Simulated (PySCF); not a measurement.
GeP (charge +1, triplet)

```xyz
2

Ge    0.0000    0.0000   -0.6851
P     0.0000    0.0000    1.6349
```

Method: PBE0/def2-SVP, non-relativistic Hamiltonian with scalar-relativistic core potentials where named, at a bond length of 2.320 Å (PySCF).

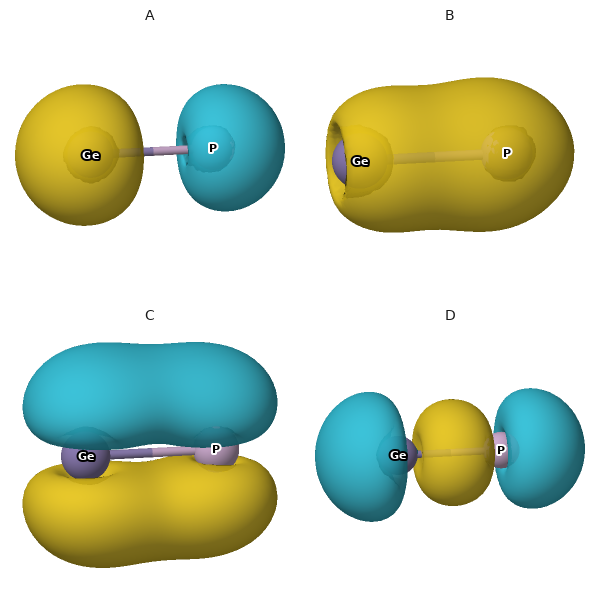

Figure 1. Four frontier β-spin orbitals, each drawn at the value that holds 80 % of its norm (yellow and cyan are the two phases), in no order; of a degenerate pair one member is drawn.

Question: Label each orbital by symmetry, say whether it is occupied, and order them by energy.

Answer: Orbital B: σ, occupied in this spin, −22.37 eV; shared between the atoms (Ge 40 %, P 60 %).
Orbital A: σ, occupied in this spin, −18.23 eV; shared between the atoms (Ge 60 %, P 40 %).
Orbital D: σ, occupied in this spin, −13.19 eV; shared between the atoms (Ge 45 %, P 55 %).
Orbital C: π, empty in this spin, −10.46 eV; bonding, with no node between the atoms.

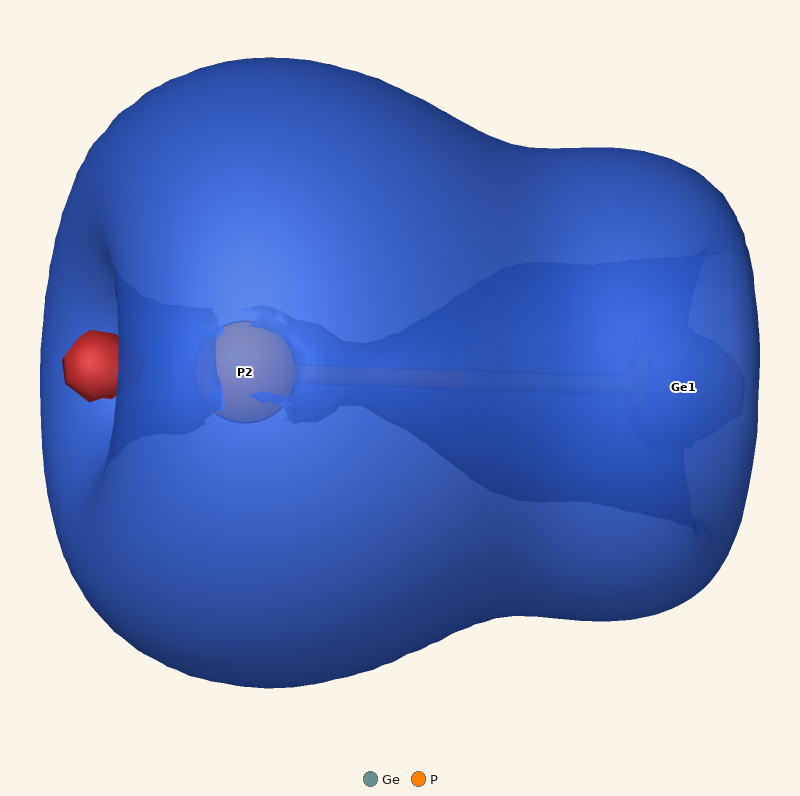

Figure 2. Isosurfaces of the spin density at +0.03 (blue) and −0.03 e/Å³ (red), seen from one side.

Question: Describe the spin distribution.

Answer: The unpaired spin (2 electrons) lies mostly on P2 (about 1.5) and Ge1 (about 0.5), in electrons by Hirshfeld's partition.

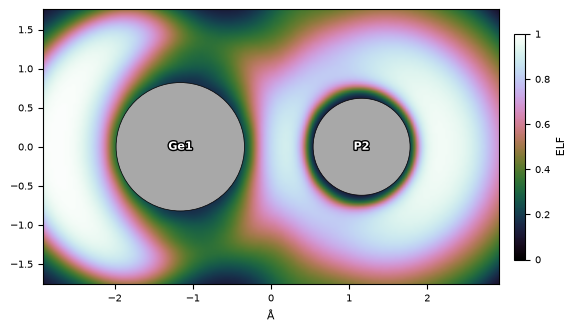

Figure 3. ELF on a plane that holds the molecular axis. Grey discs cover the atomic cores.

Question: Interpret the plot.

Answer: Atoms in the plane: Ge and P. Ge–P (2.32 Å): the ELF peaks at about 0.90 in the valence shell of P, 1.0 Å from its nucleus, and is about 0.85 at the midpoint. The ELF also peaks beside P2, away from the bonds: non-bonding electrons, paired or unpaired.
